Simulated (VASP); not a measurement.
**Iridium: convergence with the plane-wave cutoff and PAW data sets**

How sensitive are energy and pressure of Iridium to the plane-wave cutoff and PAW data sets? The series runs use PBEsol. The plane-wave cutoff tried: ENCUT = 130; ENCUT = 160; ENCUT = 190; ENCUT = 210; ENCUT = 240; ENCUT = 270; ENCUT = 340; ENCUT = 420. The PAW data sets tried: minimal 64: Ir; recommended 54: Ir; gw 64: Ir_sv_GW. The start is a cell from a database of measured crystal structures.

Method: PBEsol; plane waves and PAW (Ir), in the first sound run; inputs show where later runs differ, in VASP 6.6.1.

The database entry behind the starting cell differs from later determinations by our own check (0.1 to 0.3 % short, probably kX units), so it need not match the best structure at ambient conditions.

### Step 1. The structure

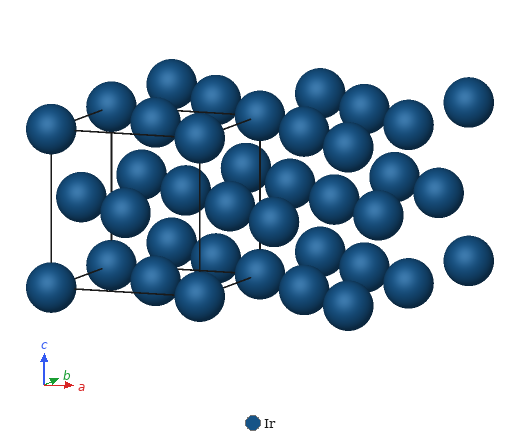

Start, viewed from a free direction; iridium blue. 2×2×1 cells are drawn. This picture shows the conventional cell, with its axes. Some periodic images of atoms are drawn too.

As a file:

```cif
data_structure
_symmetry_space_group_name_H-M 'P 1'
_symmetry_Int_Tables_number 1
_cell_length_a 2.7091
_cell_length_b 2.7091
_cell_length_c 2.7091
_cell_angle_alpha 60.000
_cell_angle_beta 60.000
_cell_angle_gamma 60.000
_cell_volume 14.06
loop_
_atom_site_label
_atom_site_type_symbol
_atom_site_fract_x
_atom_site_fract_y
_atom_site_fract_z
_atom_site_occupancy
Ir1 Ir 0.00000 0.00000 0.00000 1
```

### Step 2. Plane-wave cutoff: ENCUT = 130

The basis grows with ENCUT, and energy and stress both move with it. PBEsol restores the gradient expansion of exchange and is tuned for the cells of solids.

INCAR

```
SYSTEM = Ir
PREC = Accurate
ENCUT = 130
EDIFF = 1E-06
NELM = 100
ISMEAR = -1
SIGMA = 0.05
LREAL = .FALSE.
ALGO = Normal
GGA = PS
NBANDS = 10
LORBIT = 11
LWAVE = .FALSE.
LCHARG = .FALSE.
KPAR = 2
ISIF = 2
```

POSCAR

```
Ir
1.0
    0.0000000000      1.9156000000      1.9156000000
    1.9156000000      0.0000000000      1.9156000000
    1.9156000000      1.9156000000      0.0000000000
Ir
1
Direct
    0.0000000000      0.0000000000      0.0000000000
```

KPOINTS

```
Automatic mesh
0
Gamma
12 12 12
0 0 0
```

PAW data sets: Ir (PBE family, release 64).

Launch:

```bash
$ mpirun -np 2 vasp_std
```

What it wrote:

```text
[banner, memory and clock lines left out]
running    2 mpi-ranks, on    1 nodes
 distrk:  each k-point on    1 cores,    2 groups
 distr:  one band on    1 cores,    1 groups

 POSCAR found type information on POSCAR Ir
 POSCAR found :  1 types and       1 ions
|                                                                             |
|               ----> ADVICE to this user running VASP <----                  |
|                                                                             |
|     You enforced a specific xc type in the INCAR file but a different       |
|     [... a line on the potential file left out ...]
|     I HOPE YOU KNOW WHAT YOU ARE DOING!                                     |
|                                                                             |

 LDA part: xc-table for (Slater+PW92), standard interpolation
 POSCAR, INCAR and KPOINTS ok, starting setup
 FFT: planning ... GRIDC
 FFT: planning ... GRID_SOFT
 FFT: planning ... GRID
 WAVECAR not read
 entering main loop
       N       E                     dE             d eps       ncg     rms          rms(c)
DAV:   1    -0.220212747437E+01   -0.22021E+01   -0.20507E+03  1830   0.234E+02
DAV:   2    -0.104063822062E+02   -0.82043E+01   -0.80057E+01  1580   0.602E+01
DAV:   3    -0.104403512256E+02   -0.33969E-01   -0.33966E-01  1542   0.340E+00
DAV:   4    -0.104403775047E+02   -0.26279E-04   -0.26278E-04  1530   0.104E-01
DAV:   5    -0.104403775574E+02   -0.52718E-07   -0.53282E-07  1378   0.431E-03    0.628E+01
DAV:   6    -0.878708859589E+01    0.16533E+01   -0.22258E+00  1504   0.119E+01    0.241E+01
DAV:   7    -0.843274815482E+01    0.35434E+00   -0.10546E+00  1538   0.799E+00    0.120E+00
DAV:   8    -0.842922352470E+01    0.35246E-02   -0.51504E-03  1480   0.461E-01    0.524E-01
DAV:   9    -0.842896944798E+01    0.25408E-03   -0.30181E-04  1528   0.144E-01    0.793E-02
DAV:  10    -0.842896434189E+01    0.51061E-05   -0.15638E-06  1316   0.806E-03    0.366E-02
DAV:  11    -0.842896301603E+01    0.13259E-05   -0.16662E-07   784   0.358E-03    0.905E-04
DAV:  12    -0.842896298519E+01    0.30848E-07   -0.14204E-09   744   0.233E-04
   1 F= -.84289630E+01 E0= -.84267229E+01  d E =-.448009E-02
```

Elapsed: 3.2 s, on 2 MPI ranks of Intel Xeon Platinum 8488C (Sapphire Rapids), shared host; peak memory 0.18 GiB; 2 s of CPU time.

The logs omit lines about the potential files and the build; timing stands in the text.

From OUTCAR (step 2):

```text
ion  position               nearest neighbor table
   1  0.000  0.000  0.000-

  LATTYP: Found a face centered cubic cell.
 ALAT       =     3.8312000000

 Subroutine GETGRP returns: Found 48 space group operations
 (whereof 48 operations were pure point group operations)

The static configuration has the point symmetry O_h .

 Found     72 irreducible k-points:

   k-points           NKPTS =     72   k-points in BZ     NKDIM =     72   number of bands    NBANDS=     10

   dimension x,y,z NGX =    10 NGY =   10 NGZ =   10
   dimension x,y,z NGXF=    20 NGYF=   20 NGZF=   20

   ENCUT  =  130.0 eV   9.55 Ry    3.09 a.u.   2.52  2.52  2.52*2*pi/ulx,y,z

   NELECT =       9.0000    total number of electrons

 k-points in reciprocal lattice and weights: Automatic mesh
   0.00000000  0.00000000  0.00000000       0.001
   0.08333333  0.00000000  0.00000000       0.005
   0.16666667  0.00000000  0.00000000       0.005
   0.25000000  0.00000000  0.00000000       0.005
   0.33333333  0.00000000  0.00000000       0.005
   0.41666667  0.00000000  0.00000000       0.005
   0.50000000  0.00000000  0.00000000       0.002
   0.08333333  0.08333333  0.00000000       0.003
   0.16666667  0.08333333  0.00000000       0.014
[...]
-0.33333333  0.50000000  0.16666667       0.007
  -0.25000000  0.50000000  0.25000000       0.003

 average (electrostatic) potential at core
       1 -50.5495

 E-fermi :  10.9904

 k-point     1 :       0.0000    0.0000    0.0000
  band No.  band energies     occupation
    ...
      2       5.6142      2.00000
      3       5.6142      2.00000
      4       5.6142      2.00000
      5       8.4759      2.00000
      6       8.4759      2.00000
      7      25.0043      0.00000
      8      30.5803      0.00000
      9      30.5803      0.00000
     10      30.5803      0.00000

 k-point     2 :       0.0833    0.0000    0.0000
  band No.  band energies     occupation
    ...
      2       5.7489      2.00000
      3       5.7489      2.00000
      4       5.7726      2.00000
      5       8.4170      2.00000
      6       8.4170      2.00000
      7      25.6168      0.00000
      8      29.1742      0.00000
      9      31.0657      0.00000
     10      31.0658      0.00000

 k-point     3 :       0.1667    0.0000    0.0000
  band No.  band energies     occupation
    ...
      2       5.8769      2.00000
      3       6.4642      2.00000
      4       6.4642      2.00000
      5       8.8611      2.00000
      6       8.8611      2.00000
      7      26.6378      0.00000
      8      27.5873      0.00000
      9      32.7126      0.00000
     10      32.7126      0.00000

  Total      -27.2599743    -27.2599743    -27.2599743      0.0000000      0.0000000      0.0000000
  in kB    -3106.6443865  -3106.6443865  -3106.6443865      0.0000000      0.0000000      0.0000000
  external PRESSURE =   -3106.6443865 kB  Pullay stress =       0.0000000 kB

  energy-cutoff  :      130.00
  volume of cell :       14.06
      direct lattice vectors                 reciprocal lattice vectors
     0.000000000  1.915600000  1.915600000    -0.261014826  0.261014826  0.261014826
     1.915600000  0.000000000  1.915600000     0.261014826 -0.261014826  0.261014826
     1.915600000  1.915600000  0.000000000     0.261014826  0.261014826 -0.261014826

 POSITION                                       TOTAL-FORCE (eV/Angst)
 -----------------------------------------------------------------------------------
      0.00000      0.00000      0.00000         0.000000     -0.000000     -0.000000
 -----------------------------------------------------------------------------------
    total drift:                                0.000000      0.000000      0.000000

  FREE ENERGIE OF THE ION-ELECTRON SYSTEM (eV)
  ---------------------------------------------------
  free  energy   TOTEN  =        -8.4289629852 eV

  energy  without entropy=       -8.4244828980  energy(sigma->0) =       -8.42672294

 total charge
# of ion       s       p       d       tot
------------------------------------------
    1        0.699   0.834   7.823   9.356

[... 3 further parts left out ...]
```

This run has no spin polarisation. Its electron count is odd, so without a moment it is a metal by construction. The PAW data sets were made with PBE, which is usual practice but a small mismatch for other functionals.

This step gave:

```
SCF cycles              : 12
electrons               : 9
bands                   : 10
irreducible k-points    : 72
symmetry operations     : 48
free energy (TOTEN)     : -8.429 eV
energy at zero smearing : -8.427 eV
Fermi energy            : 10.99 eV
pressure                : -310.7 GPa
metallic                : yes
```

The series starts at -8.4267 eV an atom and -310.66 GPa, after 12 cycles in 3.2 s.

### Step 3. Plane-wave cutoff: ENCUT = 160

Changes to INCAR since step 2:

```diff
@@ -2,3 +2,3 @@
 PREC = Accurate
-ENCUT = 130
+ENCUT = 160
 EDIFF = 1E-06
```

POSCAR is that of step 2.

KPOINTS is that of step 2.

Launch:

```bash
$ mpirun -np 2 vasp_std
```

What it wrote:

```text
[banner, memory and clock lines left out]
running    2 mpi-ranks, on    1 nodes
[...]
[... a notice as in an earlier step ...]

 LDA part: xc-table for (Slater+PW92), standard interpolation
 POSCAR, INCAR and KPOINTS ok, starting setup
[...]
entering main loop
       N       E                     dE             d eps       ncg     rms          rms(c)
DAV:   1     0.103266649321E+01    0.10327E+01   -0.22714E+03  1868   0.281E+02
DAV:   2    -0.104208755032E+02   -0.11454E+02   -0.10953E+02  1568   0.775E+01
DAV:   3    -0.104895614813E+02   -0.68686E-01   -0.68626E-01  1592   0.570E+00
DAV:   4    -0.104897574125E+02   -0.19593E-03   -0.19593E-03  1566   0.340E-01
[...]
DAV:  10    -0.960249592568E+01    0.77586E-05   -0.17433E-06  1588   0.945E-03    0.408E-03
DAV:  11    -0.960249145928E+01    0.44664E-05   -0.54503E-07   816   0.776E-03    0.728E-04
DAV:  12    -0.960249139198E+01    0.67304E-07   -0.44196E-09   760   0.514E-04
   1 F= -.96024914E+01 E0= -.95998871E+01  d E =-.520864E-02
```

The job ended after 3.6 s (2 MPI ranks; peak memory 0.18 GiB).

From OUTCAR (step 3):

```text
  Total       -8.1152515     -8.1152515     -8.1152515      0.0000000      0.0000000      0.0000000
  in kB     -924.8431553   -924.8431553   -924.8431553      0.0000000      0.0000000      0.0000000
  external PRESSURE =    -924.8431553 kB  Pullay stress =       0.0000000 kB

 POSITION                                       TOTAL-FORCE (eV/Angst)
 -----------------------------------------------------------------------------------
      0.00000      0.00000      0.00000         0.000000      0.000000      0.000000
 -----------------------------------------------------------------------------------
    total drift:                               -0.000000      0.000000     -0.000000

  FREE ENERGIE OF THE ION-ELECTRON SYSTEM (eV)
  ---------------------------------------------------
  free  energy   TOTEN  =        -9.6024913920 eV

  energy  without entropy=       -9.5972827521  energy(sigma->0) =       -9.59988707

[... 1 part as in an earlier step ...]

[... 2 further parts left out ...]
[key lines of the parts left out:]
E-fermi :  10.3657
```

Against the run before the energy moves by -1173.16 meV an atom and the pressure by +218.18 GPa, after 12 cycles in 3.6 s.

### Step 4. Plane-wave cutoff: ENCUT = 190

Changes to INCAR since step 3:

```diff
@@ -2,3 +2,3 @@
 PREC = Accurate
-ENCUT = 160
+ENCUT = 190
 EDIFF = 1E-06
```

POSCAR is that of step 3.

KPOINTS is that of step 3.

Launch:

```bash
$ mpirun -np 2 vasp_std
```

What it wrote:

```text
[... set-up lines as in an earlier step ...]
 entering main loop
       N       E                     dE             d eps       ncg     rms          rms(c)
DAV:   1     0.572147470723E+01    0.57215E+01   -0.24577E+03  1860   0.334E+02
DAV:   2    -0.103695199810E+02   -0.16091E+02   -0.15070E+02  1556   0.968E+01
DAV:   3    -0.104891325487E+02   -0.11961E+00   -0.11954E+00  1636   0.860E+00
DAV:   4    -0.104898422714E+02   -0.70972E-03   -0.70969E-03  1580   0.687E-01
[...]
DAV:  10    -0.982030650390E+01    0.61020E-04   -0.85618E-05  1816   0.105E-01    0.102E-01
DAV:  11    -0.982031580433E+01   -0.93004E-05   -0.21503E-06  1542   0.108E-02    0.358E-02
DAV:  12    -0.982031591073E+01   -0.10641E-06   -0.50102E-08   766   0.168E-03
   1 F= -.98203159E+01 E0= -.98180077E+01  d E =-.461640E-02
```

Wall time 3.4 s (2 MPI ranks); peak memory 0.19 GiB; 2 s of CPU time.

OUTCAR, selected parts (step 4):

```text
  Total       -1.5886693     -1.5886693     -1.5886693      0.0000000      0.0000000      0.0000000
  in kB     -181.0504438   -181.0504438   -181.0504438      0.0000000      0.0000000      0.0000000
  external PRESSURE =    -181.0504438 kB  Pullay stress =       0.0000000 kB

 POSITION                                       TOTAL-FORCE (eV/Angst)
 -----------------------------------------------------------------------------------
      0.00000      0.00000      0.00000         0.000000     -0.000000      0.000000
 -----------------------------------------------------------------------------------
    total drift:                               -0.000000     -0.000000     -0.000000

  FREE ENERGIE OF THE ION-ELECTRON SYSTEM (eV)
  ---------------------------------------------------
  free  energy   TOTEN  =        -9.8203159107 eV

  energy  without entropy=       -9.8156995065  energy(sigma->0) =       -9.81800771

[... 1 part as in an earlier step ...]

[... 2 further parts left out ...]
[key lines of the parts left out:]
E-fermi :  10.3664
```

Against the run before the energy moves by -218.12 meV an atom and the pressure by +74.38 GPa, after 12 cycles in 3.4 s.

### Step 5. Plane-wave cutoff: ENCUT = 210

Changes to INCAR since step 4:

```diff
@@ -2,3 +2,3 @@
 PREC = Accurate
-ENCUT = 190
+ENCUT = 210
 EDIFF = 1E-06
```

POSCAR is that of step 4.

KPOINTS is that of step 4.

Launch:

```bash
$ mpirun -np 2 vasp_std
```

What it wrote:

```text
[... set-up lines as in an earlier step ...]
 entering main loop
       N       E                     dE             d eps       ncg     rms          rms(c)
DAV:   1     0.107099377797E+02    0.10710E+02   -0.25712E+03  1788   0.363E+02
DAV:   2    -0.102849951749E+02   -0.20995E+02   -0.19682E+02  1544   0.114E+02
DAV:   3    -0.104792207991E+02   -0.19423E+00   -0.19411E+00  1616   0.113E+01
DAV:   4    -0.104805351277E+02   -0.13143E-02   -0.13143E-02  1598   0.983E-01
[...]
DAV:   9    -0.984308793505E+01    0.60537E-02   -0.28373E-03  1568   0.663E-01    0.514E-02
DAV:  10    -0.984303672980E+01    0.51205E-04   -0.47807E-05  1866   0.797E-02    0.709E-02
DAV:  11    -0.984303679154E+01   -0.61740E-07   -0.30655E-06  1568   0.128E-02
   1 F= -.98430368E+01 E0= -.98406673E+01  d E =-.473899E-02
```

It took 3.4 s on 2 MPI ranks; peak memory 0.2 GiB.

OUTCAR, selected parts (step 5):

```text
  Total       -0.3396118     -0.3396118     -0.3396118      0.0000000     -0.0000000      0.0000000
  in kB      -38.7033812    -38.7033812    -38.7033812      0.0000000     -0.0000000      0.0000000
  external PRESSURE =     -38.7033812 kB  Pullay stress =       0.0000000 kB

  FREE ENERGIE OF THE ION-ELECTRON SYSTEM (eV)
  ---------------------------------------------------
  free  energy   TOTEN  =        -9.8430367915 eV

  energy  without entropy=       -9.8382977967  energy(sigma->0) =       -9.84066729

[... 2 parts as in an earlier step ...]

[... 2 further parts left out ...]
[key lines of the parts left out:]
E-fermi :  10.3922
```

Against the run before the energy moves by -22.66 meV an atom and the pressure by +14.23 GPa, after 11 cycles in 3.4 s.

### Step 6. Plane-wave cutoff: ENCUT = 240

Changes to INCAR since step 5:

```diff
@@ -2,3 +2,3 @@
 PREC = Accurate
-ENCUT = 210
+ENCUT = 240
 EDIFF = 1E-06
```

POSCAR is that of step 5.

KPOINTS is that of step 5.

Launch:

```bash
$ mpirun -np 2 vasp_std
```

What it wrote:

```text
[... set-up lines as in an earlier step ...]
 entering main loop
       N       E                     dE             d eps       ncg     rms          rms(c)
DAV:   1     0.150118792788E+02    0.15012E+02   -0.28391E+03  1792   0.417E+02
DAV:   2    -0.101965006249E+02   -0.25208E+02   -0.23331E+02  1538   0.127E+02
DAV:   3    -0.104778611475E+02   -0.28136E+00   -0.28098E+00  1680   0.146E+01
DAV:   4    -0.104803211448E+02   -0.24600E-02   -0.24599E-02  1618   0.136E+00
[...]
DAV:  10    -0.985105364306E+01    0.99201E-05   -0.18158E-05  2040   0.454E-02    0.251E-02
DAV:  11    -0.985105537197E+01   -0.17289E-05   -0.14375E-06  1390   0.717E-03    0.328E-03
DAV:  12    -0.985105540222E+01   -0.30260E-07   -0.26465E-08   766   0.154E-03
   1 F= -.98510554E+01 E0= -.98486729E+01  d E =-.476493E-02
```

Elapsed: 3.8 s, on 2 MPI ranks; peak memory 0.2 GiB; 2.9 s of CPU time.

OUTCAR, selected parts (step 6):

```text
  Total        0.0119675      0.0119675      0.0119675      0.0000000     -0.0000000      0.0000000
  in kB        1.3638611      1.3638611      1.3638611      0.0000000     -0.0000000      0.0000000
  external PRESSURE =       1.3638611 kB  Pullay stress =       0.0000000 kB

 POSITION                                       TOTAL-FORCE (eV/Angst)
 -----------------------------------------------------------------------------------
      0.00000      0.00000      0.00000         0.000000      0.000000      0.000000
 -----------------------------------------------------------------------------------
    total drift:                               -0.000000     -0.000000     -0.000000

  FREE ENERGIE OF THE ION-ELECTRON SYSTEM (eV)
  ---------------------------------------------------
  free  energy   TOTEN  =        -9.8510554022 eV

  energy  without entropy=       -9.8462904757  energy(sigma->0) =       -9.84867294

[... 1 part as in an earlier step ...]

[... 2 further parts left out ...]
[key lines of the parts left out:]
E-fermi :  10.3997
```

Against the run before the energy moves by -8.01 meV an atom and the pressure by +4.01 GPa, after 12 cycles in 3.8 s.

### Step 7. Plane-wave cutoff: ENCUT = 270

Changes to INCAR since step 6:

```diff
@@ -2,3 +2,3 @@
 PREC = Accurate
-ENCUT = 240
+ENCUT = 270
 EDIFF = 1E-06
```

POSCAR is that of step 6.

KPOINTS is that of step 6.

Launch:

```bash
$ mpirun -np 2 vasp_std
```

What it wrote:

```text
[... set-up lines as in an earlier step ...]
 entering main loop
       N       E                     dE             d eps       ncg     rms          rms(c)
DAV:   1     0.204390989550E+02    0.20439E+02   -0.30165E+03  1722   0.466E+02
DAV:   2    -0.100981481885E+02   -0.30537E+02   -0.28807E+02  1514   0.141E+02
DAV:   3    -0.104759779559E+02   -0.37783E+00   -0.37647E+00  1634   0.175E+01
DAV:   4    -0.104795359442E+02   -0.35580E-02   -0.35573E-02  1646   0.167E+00
[...]
DAV:  10    -0.984794915500E+01    0.15469E-04   -0.21451E-05  2078   0.518E-02    0.263E-02
DAV:  11    -0.984795069558E+01   -0.15406E-05   -0.16786E-06  1464   0.821E-03    0.348E-03
DAV:  12    -0.984795072313E+01   -0.27545E-07   -0.28409E-08   768   0.165E-03
   1 F= -.98479507E+01 E0= -.98455678E+01  d E =-.476581E-02
```

The job ended after 4 s (2 MPI ranks; peak memory 0.21 GiB; 3.9 s of CPU time).

OUTCAR, selected parts (step 7):

```text
  Total       -0.0278131     -0.0278131     -0.0278131      0.0000000     -0.0000000      0.0000000
  in kB       -3.1696804     -3.1696804     -3.1696804      0.0000000     -0.0000000      0.0000000
  external PRESSURE =      -3.1696804 kB  Pullay stress =       0.0000000 kB

 POSITION                                       TOTAL-FORCE (eV/Angst)
 -----------------------------------------------------------------------------------
      0.00000      0.00000      0.00000         0.000000     -0.000000     -0.000000
 -----------------------------------------------------------------------------------
    total drift:                                0.000000      0.000000     -0.000000

  FREE ENERGIE OF THE ION-ELECTRON SYSTEM (eV)
  ---------------------------------------------------
  free  energy   TOTEN  =        -9.8479507231 eV

  energy  without entropy=       -9.8431849149  energy(sigma->0) =       -9.84556782

[... 1 part as in an earlier step ...]

[... 2 further parts left out ...]
[key lines of the parts left out:]
E-fermi :  10.3974
```

Against the run before the energy moves by +3.11 meV an atom and the pressure by -0.45 GPa, after 12 cycles in 4 s.

(Part 1 of 2 ends here.)

[Lines on the potential files, build, host, timing and source positions are cut from VASP's logs without a mark.]

[Logs are printed without paths, hosts, clocks, repeated set-up lines and the standing remarks that a program may print on its own settings, such as how far it seeks lower states.]

[Hosts, paths, dates, database ids (printed as entryN), source tags and the programs' standing remarks are cut or masked in the printed files.]

[A measured line is paired with the nearest computed mode of its activity, which favours agreement.]
